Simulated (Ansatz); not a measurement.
**Lattice dynamics of Mg (Im-3m, 1 atom in the cell)**

Task: relax Mg (Im-3m, 1 atom in the cell), then find its harmonic phonons.

Calculated with Ansatz 0.2.0; DFT PBEsol, scalar-relativistic, plane waves, PseudoDojo norm-conserving pseudopotentials.

This is not the structure that Mg takes at ambient pressure and room temperature (hexagonal, No. 194); it is a model or a phase of other conditions.

**1. Starting point**

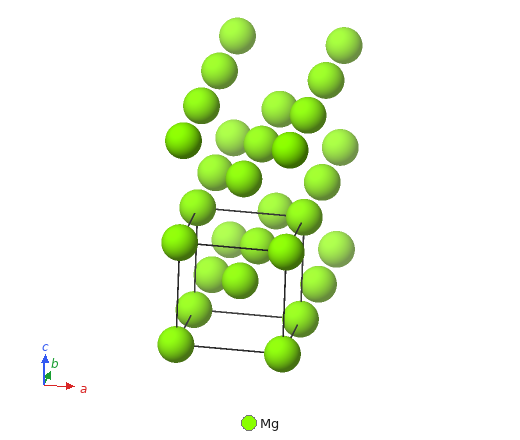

The cell as given, slightly off an axis (magnesium green). 1×3×2 cells are drawn. This picture shows the conventional cell, with its axes. Some periodic images of atoms are drawn too.

**2. Bringing the structure to rest**

The cell and atoms are relaxed, since residual forces and stress would shift the frequencies.

Input file input.yaml:

```yaml
crystal:
  lattice:
    - [-1.7727644967, 1.7727644967, 1.7727644967]
    - [1.7727644967, -1.7727644967, 1.7727644967]
    - [1.7727644967, 1.7727644967, -1.7727644967]
  atoms:
    - { symbol: Mg, position: [0.0, 0.0, 0.0] }
kpoints:
  mp_grid: { grid: [16, 16, 16] }
hamiltonian:
  xc: pbesol
  pseudopotentials: { kind: nc, accuracy: standard }
scf:
  occupations: { method: gaussian, width: 0.1 }
output:
  forces: true
  stress: true
  eigenvalues: true
relax:
  adjacent_minimum: "off"
  f_tol: 0.005
  max_steps: 80
  cell: { stress_tol: 0.05 }
```

Run with:

```
ansatz run input.yaml --threads 4 --pin off --max-ram 7168MiB --backend cpu --events-out ev --progress --plain --runs-dir out
```

Numbers of over 12 decimals in the logs are rounded to 6 here.

Output:

```text
Engine: ansatz 0.2.0, aarch64-unknown-linux-gnu
Pseudopotentials: kind: nc
Pseudopotential: Mg, nc, valence charge 10, recommended cutoff 1142.878222 eV (normal), Mg.nc.azcp (PseudoDojo's, or run here from an input of PseudoDojo's; its table is named by hamiltonian.pseudopotentials.accuracy)
Functional definition: PBEsol
  exchange = pbesol_x
  correlation = pbesol_c
Crystal: 1 atoms, lattice volume = 22.285 Å³
Basis set: ecut = 1142.878222 eV, 1961 PW (Γ), exchange–correlation on 72×72×72 points (8 copies of the dense FFT grid, shifted against one another)
Bands: 9, of which v1, the nominal top of the filled ones, is band 5 counted from 1 (4 counted from 0)
Symmetry: 48 space group operations
Space group: Im-3m (ITA 229), of the structure as read, at distance tolerance 2.8e-5 Å
k-points: 145 of 4096
Non-local potential: Mg, projectors of the file, l = 0: 2, l = 1: 2
Initial density: superposition of atomic densities (chi_scale 0.1, normalization cell)
Initial wavefunctions: pseudopotential atomic-orbital guess
Functional: x = pbesol(κ = 0.804, μ = 0.123457), c = pbesol(β = 0.046)
SCF iter   1: F=—  HF=-1613.771216 eV  |F-HF|=—  |Δ(HF+E_count)|=         —  Δρ=1.43e-2  dr2=5.05e-2  ethr=3.10e-3  ⟨swp⟩=5.4  Hψ=10198  notcnv=0
preconditioner: auto → none  [metal: Δε(μ)=0.071 eV  Ē_g=10.235 eV  σ=0.100 eV  W_gap=0.37  n_scr=0 (ndim 8)  ℏωp=11.1 eV  f_vac=0.000  D(μ)=0.45/eV (n_scr^D=0)]
SCF iter   2: F=—  HF=-1613.762090 eV  |F-HF|=—  |Δ(HF+E_count)|=   9.13e-3  Δρ=7.17e-3  dr2=1.09e-2  ethr=5.05e-4  ⟨swp⟩=1.4  Hψ=2566  notcnv=0  defer=1
SCF iter   3: F=—  HF=-1613.760354 eV  |F-HF|=—  |Δ(HF+E_count)|=   1.74e-3  Δρ=5.24e-4  dr2=2.25e-5  ethr=1.09e-4  ⟨swp⟩=1.0  Hψ=1296  notcnv=0  defer=2
SCF iter   4: F=—  HF=-1613.760280 eV  |F-HF|=—  |Δ(HF+E_count)|=   7.38e-5  Δρ=1.07e-4  dr2=1.09e-6  ethr=2.25e-7  ⟨swp⟩=2.1  Hψ=1930  notcnv=0  defer=2
SCF iter   5: F=—  HF=-1613.760280 eV  |F-HF|=—  |Δ(HF+E_count)|=   4.65e-7  Δρ=3.94e-5  dr2=1.06e-7  ethr=1.00e-9  ⟨swp⟩=7.5  Hψ=7390  notcnv=0
SCF iter   6: F=-1613.760280 eV  HF=-1613.760280 eV  |F-HF|=1.18e-8  |Δ(HF+E_count)|=   4.83e-8  Δρ=1.39e-5  dr2=1.42e-8  ethr=1.00e-9  ⟨swp⟩=3.9  Hψ=3644  notcnv=0
SCF 1 converged in 6 iterations: F = -1613.760280 eV  dr2 = 1.42e-8
relax step   1: F+E_penalty+E_count = -1613.76027995 eV  Δ(F+E_penalty+E_count) = +0.000e0 eV  max|allowed force component| = 0.000e0 eV/Å  Δτ_max = 0.0000 Å  P = +0.381 GPa  Ω = 22.285 Å³  (6 SCF iters, dr2 threshold 1.00e-7 eV, accepted)
Crystal: 1 atoms, lattice volume = 22.459 Å³
Basis set: ecut = 1142.878222 eV, 1985 PW (Γ), exchange–correlation on 72×72×72 points (8 copies of the dense FFT grid, shifted against one another)
Initial density: handed on by an earlier stage of this run
Initial wavefunctions: those handed on with the density
iter 1 solved again at ethr=4.90e-8 eV; its pass at ethr=3.10e-3 eV (dr2=4.90e-6 eV) is discarded
SCF iter   1: F=—  HF=-1613.760624 eV  |F-HF|=—  |Δ(HF+E_count)|=         —  Δρ=6.73e-5  dr2=6.94e-7  ethr=4.90e-8  ⟨swp⟩=3.1  Hψ=13954  notcnv=0
preconditioner: auto → none  [metal: Δε(μ)=0.049 eV  Ē_g=10.177 eV  σ=0.100 eV  W_gap=0.26  n_scr=0 (ndim 8)  ℏωp=11.1 eV  f_vac=0.000  D(μ)=0.45/eV (n_scr^D=0)]
SCF iter   2: F=—  HF=-1613.760500 eV  |F-HF|=—  |Δ(HF+E_count)|=   1.24e-4  Δρ=3.23e-5  dr2=1.66e-7  ethr=6.94e-9  ⟨swp⟩=1.0  Hψ=1305  notcnv=0
SCF iter   3: F=-1613.760500 eV  HF=-1613.760500 eV  |F-HF|=5.91e-12  |Δ(HF+E_count)|=   1.15e-8  Δρ=1.77e-6  dr2=3.89e-11  ethr=1.00e-9  ⟨swp⟩=5.7  Hψ=6195  notcnv=0
SCF 2 converged in 3 iterations: F = -1613.760500 eV  dr2 = 3.89e-11
relax step   2: F+E_penalty+E_count = -1613.76050032 eV  Δ(F+E_penalty+E_count) = -2.204e-4 eV  max|allowed force component| = 0.000e0 eV/Å  Δτ_max = 0.0000 Å  P = +0.085 GPa  Ω = 22.459 Å³  energy of the carried Pulay correction = -3.213e-5 eV  (3 SCF iters, dr2 threshold 1.00e-7 eV, accepted)
Crystal: 1 atoms, lattice volume = 22.510 Å³
iter 1 solved again at ethr=3.51e-9 eV; its pass at ethr=3.10e-3 eV (dr2=3.51e-7 eV) is discarded
SCF iter   1: F=—  HF=-1613.760629 eV  |F-HF|=—  |Δ(HF+E_count)|=         —  Δρ=1.71e-5  dr2=5.89e-8  ethr=3.51e-9  ⟨swp⟩=3.2  Hψ=13938  notcnv=0
preconditioner: auto → none  [metal: Δε(μ)=0.046 eV  Ē_g=10.163 eV  σ=0.100 eV  W_gap=0.25  n_scr=0 (ndim 8)  ℏωp=11.1 eV  f_vac=0.000  D(μ)=0.45/eV (n_scr^D=0)]
SCF iter   2: F=—  HF=-1613.760505 eV  |F-HF|=—  |Δ(HF+E_count)|=   1.25e-4  Δρ=9.40e-6  dr2=1.49e-8  ethr=1.80e-10  ⟨swp⟩=4.2  Hψ=6941  notcnv=0
SCF iter   3: F=-1613.760505 eV  HF=-1613.760505 eV  |F-HF|=5.25e-11  |Δ(HF+E_count)|=  8.97e-10  Δρ=2.03e-6  dr2=1.00e-10  ethr=1.49e-10  ⟨swp⟩=2.5  Hψ=3996  notcnv=0
SCF 3 converged in 3 iterations: F = -1613.760505 eV  dr2 = 1.00e-10
relax step   3: F+E_penalty+E_count = -1613.76050455 eV  Δ(F+E_penalty+E_count) = -4.232e-6 eV  max|allowed force component| = 0.000e0 eV/Å  Δτ_max = 0.0000 Å  P = +0.001 GPa  Ω = 22.510 Å³  energy of the carried Pulay correction = -4.138e-5 eV  (3 SCF iters, dr2 threshold 1.80e-8 eV, accepted)
Initial wavefunctions: pseudopotential atomic-orbital guess (no wavefunctions were taken with the density)
iter 1 solved again at ethr=5.73e-9 eV; its pass at ethr=3.10e-3 eV (dr2=5.73e-7 eV) is discarded
SCF iter   1: F=—  HF=-1613.760676 eV  |F-HF|=—  |Δ(HF+E_count)|=         —  Δρ=1.88e-5  dr2=4.50e-9  ethr=5.73e-9  ⟨swp⟩=4.7  Hψ=15032  notcnv=0
SCF iter   2: F=—  HF=-1613.760552 eV  |F-HF|=—  |Δ(HF+E_count)|=   1.25e-4  Δρ=9.17e-6  dr2=8.47e-10  ethr=4.50e-11  ⟨swp⟩=2.0  Hψ=2027  notcnv=0
SCF iter   3: F=—  HF=-1613.760552 eV  |F-HF|=—  |Δ(HF+E_count)|=  5.47e-10  Δρ=1.74e-6  dr2=2.40e-11  ethr=8.47e-12  ⟨swp⟩=2.0  Hψ=1954  notcnv=0
SCF iter   4: F=-1613.760552 eV  HF=-1613.760552 eV  |F-HF|=4.55e-13  |Δ(HF+E_count)|=  1.50e-11  Δρ=1.63e-7  dr2=1.56e-13  ethr=1.00e-12  ⟨swp⟩=5.3  Hψ=5013  notcnv=0
SCF 4 converged in 4 iterations: F = -1613.760552 eV  dr2 = 1.56e-13
relax step   4: F+E_penalty+E_count = -1613.76055155 eV  Δ(F+E_penalty+E_count) = -4.700e-5 eV  max|allowed force component| = 0.000e0 eV/Å  Δτ_max = 0.0000 Å  P = +0.011 GPa  Ω = 22.510 Å³  stress off target by 1.07e-2 GPa  SCF on the basis re-selected at this cell (its energy is not comparable with the rows above)  (4 SCF iters)
basis re-selected at this cell: Δ(F+E_penalty+E_count) = -4.700e-5 eV, ΔP = +0.010 GPa vs the last step (what re-selecting the basis moved, of the pressure what is left beyond the Pulay correction that the steps carried, after the strain that the cell walked since its last selection, with what the two solves' SCF thresholds leave and, on support functions, any second-order correction that the steps lacked; it is no measure of the basis error at this ecutwfc). This SCF's stress stands 1.07e-2 GPa from its target on what of the cell is left free (relax.cell.stress_tol is 5.00e-2 GPa) and its largest allowed force component is 0.00e0 eV/Å (relax.f_tol is 5.00e-3 eV/Å): [rest of the remark cut]
SCF converged after 4 iterations
Free energy (F): -1613.760552 eV
Harris-Foulkes:  -1613.760552 eV  (|F-HF|=4.55e-13)
Internal energy: -1613.758281 eV  (E = F + TS)
E sigma→0 (E₀):  -1613.759416 eV
Entropy (-TS):   -0.002271 eV (-2.271 meV/atom)
Fermi energy:    5.756825 eV
--- Per-component energies (eV) ---
  E_band       = -355.847528
  E_kinetic    = 921.727516
  E_local      = -1680.385031  (includes V_loc(G=0)·N_el)
  E_nonlocal   = -492.955877
  E_hartree    = 586.186292
  E_xc         = -211.788028
  E_vxc        = -276.606720  (∫ρ·V_xc dr)
  E_ewald      = -736.543152
  E_smearing   = -0.002271  (= −TS)
  E_closure    = 0.000000  (closes the sum)
  Σ components = -1613.760552   (vs F -1613.760552, Δ=0.00e0)
--- Forces (eV/Å), atoms counted from 1 ---
  atom   1  Mg     0.00000000     0.00000000    -0.00000000
  max |Σ_I F_I| component: 8.22e-33 eV/Å
--- Stress (GPa, compression-positive) ---
        0.010707      -0.000000       0.000000
       -0.000000       0.010707      -0.000000
       -0.000000      -0.000000       0.010707
  P = ⅓ Tr σ = 0.0107 GPa (0.107 kbar)
--- Band table (eV; the first three rows and the last of 145) ---
  k-point 0: bands = ["-70.0006", "-36.9461", "-36.9461", "-36.9461", "-1.2950", "18.9817", "18.9817", "18.9817", "20.9972"]
  k-point 1: bands = ["-70.0005", "-36.9475", "-36.9466", "-36.9461", "-1.2016", "17.8395", "18.4894", "18.5081", "20.0073"]
  k-point 2: bands = ["-70.0001", "-36.9513", "-36.9479", "-36.9460", "-0.9219", "15.7017", "17.5745", "17.7069", "18.9758"]
  k-point 144: bands = ["-69.9942", "-36.9728", "-36.9728", "-36.9728", "9.6328", "9.6328", "9.6328", "9.7790", "9.7790"]
--- Relaxed structure (3 steps of the walk, 3 accepted, 1 SCFs on fresh bases) ---
  F+E_penalty+E_count = -1613.76055155 eV   max|allowed force component| = 0.000e0 eV/Å   (the final SCF, on the basis selected at the relaxed cell)
  cell:  # Å, volume = 22.5097 Å³
    - [-1.778703, 1.778703, 1.778703]
    - [1.778703, -1.778703, 1.778703]
    - [1.778703, 1.778703, -1.778703]
  atoms:
    - { symbol: Mg, position: [0.0, 0.0, 0.0] }
```

Wall time 5.8 s (4 threads of Arm Neoverse V2, shared host); peak memory 0.37 GiB; 22 s of CPU time.

The steps of the relaxation:

```csv
step,energy less that of the first step (eV),largest force component (eV/Å),pressure (GPa),volume (Å³)
1,0.0000,0.0000,0.38,22.29
2,-0.0002,0.0000,0.08,22.46
3,-0.0002,0.0000,0.00,22.51
4*,-0.0003,0.0000,0.01,22.51
```

Relaxation steps marked * repeat the geometry before them on a plane-wave basis chosen anew for their cell, so energy and pressure can jump there.

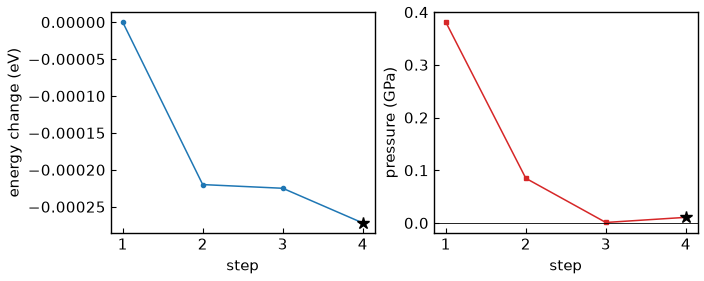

Energy and pressure along the relaxation. Stars mark steps on a basis chosen anew.

```csv
"conventional cell, symmetrised",before,after,change
a (Å),3.546,3.557,+0.3 %
b (Å),3.546,3.557,+0.3 %
c (Å),3.546,3.557,+0.3 %
volume (Å³/atom),22.29,22.51,+1.0 %
```

The relaxed structure:

```cif
data_structure
_symmetry_space_group_name_H-M 'P 1'
_symmetry_Int_Tables_number 1
_cell_length_a 3.0808
_cell_length_b 3.0808
_cell_length_c 3.0808
_cell_angle_alpha 109.471
_cell_angle_beta 109.471
_cell_angle_gamma 109.471
_cell_volume 22.51
loop_
_atom_site_label
_atom_site_type_symbol
_atom_site_fract_x
_atom_site_fract_y
_atom_site_fract_z
_atom_site_occupancy
Mg1 Mg 0.00000 0.00000 0.00000 1
```

Numbers from this step:

- pressure: 0.01071 GPa
- volume per atom: 22.51 Å³
- gap on the k-mesh: 0 eV

In this step the volume went from 22.29 to 22.51 Å³/atom.

**3. Tight relaxation**

Phonons need a cell at rest on their own settings, so the relaxation is repeated with tight tolerances on forces and stress on the k mesh and occupations of the first response run.

input.yaml, the sections that differ from step 2:

```yaml
crystal:
  lattice:
    - [-1.7787033697, 1.7787033697, 1.7787033697]
    - [1.7787033697, -1.7787033697, 1.7787033697]
    - [1.7787033697, 1.7787033697, -1.7787033697]
  atoms:
    - { symbol: Mg, position: [0.0, 0.0, 0.0] }
scf:
  occupations: { method: methfessel_paxton, width: 0.15 }
relax:
  adjacent_minimum: "off"
  f_tol: 0.001
  max_steps: 60
  cell: { stress_tol: 0.01 }
# kpoints, hamiltonian, output: as in step 2
```

Output:

```text
[...]
Crystal: 1 atoms, lattice volume = 22.510 Å³
Basis set: ecut = 1142.878222 eV, 1985 PW (Γ), exchange–correlation on 72×72×72 points (8 copies of the dense FFT grid, shifted against one another)
Bands: 9, of which v1, the nominal top of the filled ones, is band 5 counted from 1 (4 counted from 0)
Symmetry: 48 space group operations
[...]
k-points: 145 of 4096
[...]
P = ⅓ Tr σ = 0.0059 GPa (0.059 kbar)
--- Band table (eV; the first three rows and the last of 145) ---
[...]
--- Relaxed structure (1 steps of the walk, 1 accepted, 1 SCFs on fresh bases) ---
[...]
cell:  # Å, volume = 22.5097 Å³
    - [-1.7787033697, 1.7787033697, 1.7787033697]
    - [1.7787033697, -1.7787033697, 1.7787033697]
    - [1.7787033697, 1.7787033697, -1.7787033697]
  atoms:
    - { symbol: Mg, position: [0.0, 0.0, 0.0] }
[key lines of the parts left out:]
SCF converged after 5 iterations
Free energy (F): -1613.759342 eV
Fermi energy:    5.756622 eV
```

It took 3.2 s on 4 threads; peak memory 0.38 GiB; 12 s of CPU time.

Little changed from the start: no atom moved by 0.005 Å and no cell edge by 0.1 %.

Numbers from this step:

```
pressure : 0.005869 GPa
```

The forces vanish by symmetry and the pressure is 0.006 GPa, within the tolerances set. The cell now holds 22.51 Å³/atom.

(Part 1 of 2 ends here.)

[Logs are printed without paths, hosts, clocks, repeated set-up lines and the standing remarks that a program may print on its own settings, such as how far it seeks lower states.]

[Hosts, paths, dates, database ids (printed as entryN), source tags and the programs' standing remarks are cut or masked in the printed files.]
